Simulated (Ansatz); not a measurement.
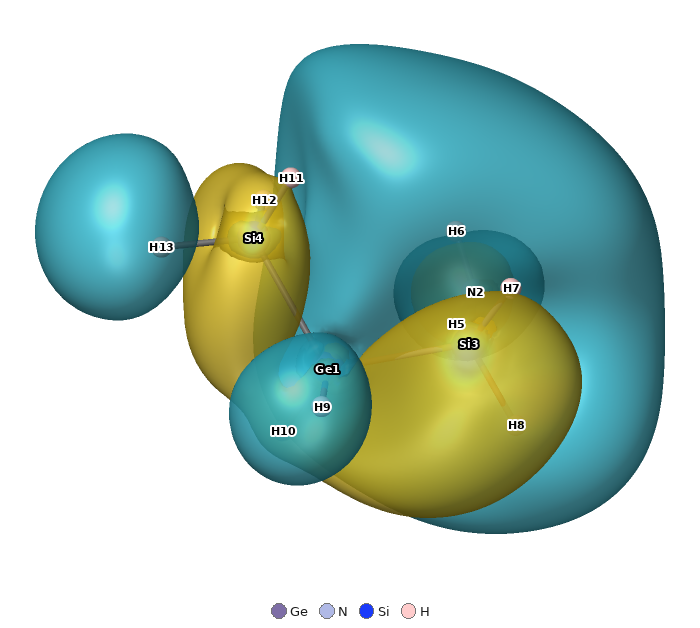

*GeH₉NSi₂ (SMILES N[SiH2][GeH2][SiH3]). The LUMO at ±0.03 Å⁻³ᐟ² (yellow and cyan are the two phases), seen at a tilt.*

Geometry: PBE0-D3(BJ)/def2-SVP.

Level of theory: isolated molecule in a Gaussian basis; Kohn-Sham density functional theory, functional PBE0 (Ansatz).

```xyz
13

Ge    0.9594   -0.8041   -0.9845
N    -1.3949    0.8832    0.9222
Si   -0.0028    1.1905   -0.0703
Si    1.3630   -2.3078    0.8206
H    -2.2420    0.5442    0.4783
H    -1.2598    0.4183    1.8140
H     1.0342    1.8479    0.7821
H    -0.4080    2.1099   -1.1767
H     2.2738   -0.5595   -1.7563
H    -0.0321   -1.4813   -1.9576
H     2.3942   -1.7347    1.7410
H     0.0962   -2.4801    1.6016
H     1.8222   -3.6555    0.3645
```

**Where does this orbital lie, and at what energy?**

Its weight (Hirshfeld) is mainly on Si3 (about 25 %), Ge1 (about 10 %), Si4 (about 10 %), H6 (about 10 %), H5 (about 10 %) and N2 (about 10 %). Its energy is −0.47 eV.
